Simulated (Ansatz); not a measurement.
**Geometry relaxation of C₂H₇AlFN (part 2 of 2)**

C₂H₇AlFN; RKS PBE-D4/def2-SVP (Ansatz 0.2.0). The geometry: force-field start.

Geometry of the input (Å):
```
C  -0.9171  -0.0503  1.0569
N  -0.3941  0.3083  -0.2684
Al 1.2647  1.2366  -0.0490
C  -0.1311  -0.9099  -1.0499
F  0.1920  -0.6179  -2.3540
H  -0.3033  -0.6715  1.6231
H  -1.1015  0.9298  1.6308
H  -1.9206  -0.4704  0.9141
H  1.4872  2.7304  -0.5665
H  2.5017  0.5148  0.7523
H  0.5443  -1.5851  -0.5560
H  -1.1453  -1.4699  -1.0993
```

```
1235 factors; their error is unknown
mean field -12975.54024752 eV, -476.8423089591 hartree, gradient 2.9e-5 eV, S^2 0.000000; 1 other end points of the search recorded, 0 dependent functions left out
the calculation of the forces begins
reference -12975.54029105 eV, -476.8423105591 hartree; 24, 24 occupied and 85, 85 virtual orbitals, 1235 factors
Total energy: -12975.76734020 eV, -476.8506544615 hartree
Atom 0 at    -0.944405    -0.043280     1.184422 Å, force     0.003450     0.000420    -0.004907 eV/Å
Atom 1 at    -0.187697    -0.228374    -0.042859 Å, force    -0.013391    -0.014176     0.000995 eV/Å
Atom 2 at     1.395863     1.004007    -0.468412 Å, force     0.000090     0.002971     0.006666 eV/Å
Atom 3 at    -0.479918    -1.153012    -0.882650 Å, force     0.013427     0.009558     0.006326 eV/Å
Atom 4 at     1.784790     0.260040    -1.964813 Å, force     0.002721    -0.001663    -0.004906 eV/Å
Atom 5 at    -0.251075    -0.126964     2.046362 Å, force    -0.003786     0.001057    -0.004074 eV/Å
Atom 6 at    -1.356959     0.986398     1.196821 Å, force     0.002161    -0.004066     0.001181 eV/Å
Atom 7 at    -1.767407    -0.779793     1.290838 Å, force     0.000646     0.003797     0.001782 eV/Å
Atom 8 at     0.667537     2.434907    -0.575040 Å, force     0.000584    -0.000908     0.000074 eV/Å
Atom 9 at     2.392890     0.670473     0.749920 Å, force    -0.000144     0.002052    -0.001038 eV/Å
Atom 10 at     0.146610    -1.226693    -1.790494 Å, force    -0.006191    -0.001349    -0.003503 eV/Å
Atom 11 at    -1.323329    -1.852808    -0.709995 Å, force     0.000433     0.002306     0.001404 eV/Å
Dipole moment:    -0.948488    -0.622000     0.409653 e Å
```

## Trajectory as extended XYZ (Å, eV, eV/Å), 9 of the 34 frames kept, from step=1 to step=34
```
12
Properties=species:S:1:pos:R:3:forces:R:3 step=1 energy=-12972.94684
C    -0.9171   -0.0503    1.0569   -1.7317   3.3213  -1.4843
N    -0.3941    0.3083   -0.2684    2.0157  -0.0747  -0.3292
Al    1.2647    1.2366   -0.0490   -0.3102  -0.1583  -0.0891
C    -0.1311   -0.9099   -1.0499   -3.8997   0.7113   0.0831
F     0.1920   -0.6179   -2.3540    0.7846   0.1836   0.2459
H    -0.3033   -0.6715    1.6231    1.4891  -1.8392   1.6509
H    -1.1015    0.9298    1.6308    0.2313  -0.9815  -0.3360
H    -1.9206   -0.4704    0.9141   -0.4506  -0.5208   0.2255
H     1.4872    2.7304   -0.5665   -0.1275  -0.0077  -0.0243
H     2.5017    0.5148    0.7523   -0.3704   0.0327  -0.1959
H     0.5443   -1.5851   -0.5560    1.5055  -0.9337   0.1456
H    -1.1453   -1.4699   -1.0993    0.8640   0.2671   0.1078
12
Properties=species:S:1:pos:R:3:forces:R:3 step=5 energy=-12973.76010
C    -1.0074   -0.0421    1.1518    0.0369  -0.3217   0.0886
N    -0.2074    0.1669   -0.0335   -0.1162   0.0184   0.2295
Al    1.3200    1.1769   -0.3031   -0.0635  -0.0578   0.0013
C    -0.1437   -0.9109   -0.9384   -0.0725  -0.3580   0.0111
F     0.7500   -0.4263   -1.9629    0.0165   0.0842   0.2207
H    -0.5790   -0.8245    1.8475   -0.1491   0.2040  -0.1499
H    -1.0963    0.8974    1.7307   -0.0032   0.0534   0.0182
H    -2.0474   -0.3752    0.9058    0.0663   0.0708  -0.0059
H     1.1727    2.7362   -0.6609   -0.0091  -0.1385  -0.0766
H     2.7109    0.5945    0.2587    0.0014  -0.0012  -0.1943
H     0.3420   -1.8623   -0.5449   -0.1564   0.2909  -0.2141
H    -1.1375   -1.1857   -1.4164    0.4487   0.1555   0.0714
12
Properties=species:S:1:pos:R:3:forces:R:3 step=9 energy=-12973.96204
C    -1.0760   -0.0521    1.1998   -0.0666  -0.0507   0.1074
N     0.0225   -0.0674    0.2658   -0.0859  -0.1917  -0.0664
Al    1.3606    1.0877   -0.3326    0.0763  -0.0188  -0.1224
C    -0.0618   -0.9430   -0.8265    0.0558  -0.0639   0.2911
F     0.8004   -0.2557   -1.8291    0.0761   0.1365  -0.1758
H    -1.0023   -0.8564    1.9779   -0.0273   0.1166  -0.0927
H    -1.1240    0.9153    1.7400    0.0432   0.0163  -0.0017
H    -2.0640   -0.1927    0.6924    0.0253   0.0314  -0.0192
H     0.9651    2.6053   -0.6737   -0.0573  -0.0429   0.0672
H     2.9046    0.6960   -0.1487   -0.0548  -0.0227   0.0171
H     0.4380   -1.9475   -0.7584   -0.0612   0.1296  -0.0592
H    -1.0863   -1.0445   -1.2728    0.0763  -0.0398   0.0547
12
Properties=species:S:1:pos:R:3:forces:R:3 step=13 energy=-12974.48157
C    -1.0909    0.0770    1.1229    0.3207  -0.0354  -0.0692
N     0.1551   -0.4014    0.4726   -0.8098  -0.3303  -0.4350
Al    1.2996    0.9138   -0.3845    0.0126   0.3637  -0.9174
C     0.0217   -1.1288   -0.6423    0.5436  -0.9821   1.0160
F     0.4744    0.1661   -1.9333    0.3966   0.5585   0.2047
H    -1.3729   -0.6207    1.9439    0.0410   0.1176  -0.0690
H    -0.9210    1.0861    1.5581   -0.0108  -0.1699  -0.0127
H    -1.9462    0.1572    0.4128    0.0743  -0.0676   0.0235
H     0.6913    2.4001   -0.1326    0.1298  -0.2992   0.0968
H     2.8605    0.5546   -0.4494   -0.0891  -0.0206   0.0850
H     0.8937   -1.7859   -0.9721   -0.7613   0.7840   0.1792
H    -0.9884   -1.4731   -0.9621    0.1523   0.0811  -0.1019
12
Properties=species:S:1:pos:R:3:forces:R:3 step=17 energy=-12975.19137
C    -1.1704    0.0798    1.1147    0.0211   0.1300   0.0150
N    -0.0008   -0.2864    0.3021   -0.6188  -0.1775  -0.3451
Al    1.3734    1.0480   -0.6096   -0.1887  -0.6014  -0.7835
C    -0.0823   -1.2864   -0.4991    0.1911  -1.2155  -0.4514
F     0.7790    0.5832   -2.2324    0.4415   0.6517   1.2358
H    -1.2585   -0.5965    2.0037    0.0866   0.1877  -0.3108
H    -1.0174    1.1148    1.4784   -0.1354  -0.0437   0.0089
H    -2.1195    0.0283    0.5196    0.3075  -0.0068   0.2257
H     0.8915    2.4479    0.0752    0.0494  -0.2503  -0.2546
H     2.8323    0.3416   -0.3815   -0.3199   0.2404   0.0301
H     0.8589   -1.5723   -1.0537   -0.7585   0.2031   0.1415
H    -1.0094   -1.9571   -0.6832    0.9244   0.8822   0.4884
12
Properties=species:S:1:pos:R:3:forces:R:3 step=22 energy=-12975.58185
C    -1.1272    0.1055    1.0182   -0.0084  -0.0460  -0.0036
N    -0.1236   -0.2712    0.0214   -0.0618   0.0385   0.0680
Al    1.3739    1.0591   -0.5344    0.0717  -0.0783   0.0088
C    -0.1859   -1.4051   -0.5686   -0.1389  -0.0896  -0.0752
F     1.1007    1.0106   -2.2189   -0.0158  -0.0090   0.0362
H    -0.7978   -0.2551    2.0189   -0.0173   0.1019  -0.0850
H    -1.1949    1.2114    1.0576   -0.0048  -0.0881  -0.0048
H    -2.1249   -0.3314    0.7875    0.1322   0.0171   0.0581
H     0.8863    2.3910    0.2280   -0.0076  -0.0135  -0.0146
H     2.6896    0.2319   -0.0963   -0.0324   0.0605   0.0124
H     0.5790   -1.6657   -1.3230    0.0130   0.0319   0.0358
H    -0.9984   -2.1362   -0.3563    0.0700   0.0746  -0.0362
12
Properties=species:S:1:pos:R:3:forces:R:3 step=26 energy=-12975.69897
C    -1.0418    0.0332    1.1155    0.0184  -0.0178   0.1487
N    -0.1352   -0.2710    0.0200   -0.2466  -0.0339  -0.3417
Al    1.4178    1.0148   -0.4561   -0.0429  -0.1009  -0.0837
C    -0.3523   -1.2662   -0.7651    0.1421   0.1129   0.1906
F     1.4618    0.6280   -2.1242    0.0040  -0.0743  -0.0085
H    -0.4659    0.0287    2.0686   -0.1005  -0.0074  -0.0799
H    -1.4297    1.0698    0.9806    0.0718  -0.1885  -0.0008
H    -1.8892   -0.6894    1.1770    0.1436   0.1181   0.0315
H     0.7360    2.4374   -0.1225    0.0535  -0.0496   0.0718
H     2.6332    0.3429    0.3576   -0.0084   0.1283   0.0883
H     0.3355   -1.4099   -1.6195   -0.0427   0.0304   0.0181
H    -1.1935   -1.9732   -0.5978    0.0076   0.0828  -0.0344
12
Properties=species:S:1:pos:R:3:forces:R:3 step=30 energy=-12975.76397
C    -0.9555   -0.0304    1.1741   -0.1438  -0.0213   0.1586
N    -0.1908   -0.2356   -0.0353    0.2014   0.0860  -0.1606
Al    1.4017    0.9959   -0.4666   -0.0623   0.0258   0.0847
C    -0.4648   -1.1653   -0.8737   -0.0537  -0.0438   0.0065
F     1.7389    0.3003   -1.9952    0.0254  -0.0332  -0.0588
H    -0.2680   -0.0590    2.0434    0.0162   0.0011   0.0153
H    -1.4040    0.9832    1.1490    0.0203   0.0361  -0.0084
H    -1.7587   -0.7836    1.3097   -0.0010  -0.0300  -0.0145
H     0.6825    2.4350   -0.4973    0.0034   0.0008  -0.0101
H     2.4290    0.6096    0.7088    0.0084   0.0005   0.0061
H     0.1736   -1.2367   -1.7728   -0.0056  -0.0093  -0.0224
H    -1.3069   -1.8685   -0.7100   -0.0086  -0.0127   0.0038
12
Properties=species:S:1:pos:R:3:forces:R:3 step=34 energy=-12975.76730
C    -0.9444   -0.0433    1.1844    0.0034   0.0004  -0.0049
N    -0.1877   -0.2284   -0.0429   -0.0134  -0.0142   0.0010
Al    1.3959    1.0040   -0.4684    0.0001   0.0030   0.0067
C    -0.4799   -1.1530   -0.8827    0.0134   0.0096   0.0063
F     1.7848    0.2600   -1.9648    0.0027  -0.0017  -0.0049
H    -0.2511   -0.1270    2.0464   -0.0038   0.0011  -0.0041
H    -1.3570    0.9864    1.1968    0.0022  -0.0041   0.0012
H    -1.7674   -0.7798    1.2908    0.0006   0.0038   0.0018
H     0.6675    2.4349   -0.5750    0.0006  -0.0009   0.0001
H     2.3929    0.6705    0.7499   -0.0001   0.0021  -0.0010
H     0.1466   -1.2267   -1.7905   -0.0062  -0.0013  -0.0035
H    -1.3233   -1.8528   -0.7100    0.0004   0.0023   0.0014
```

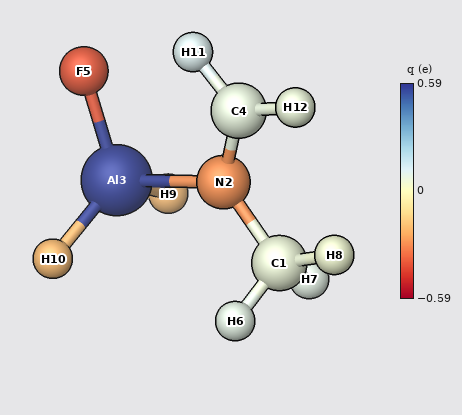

*Mulliken charges, as the colour of each atom (ball-and-stick view, seen at a tilt; atoms are numbered from 1 in the order of the input).*

By element: C +0.06 to +0.07, N −0.28, Al +0.56, F −0.39 and H −0.20 to +0.11 e.
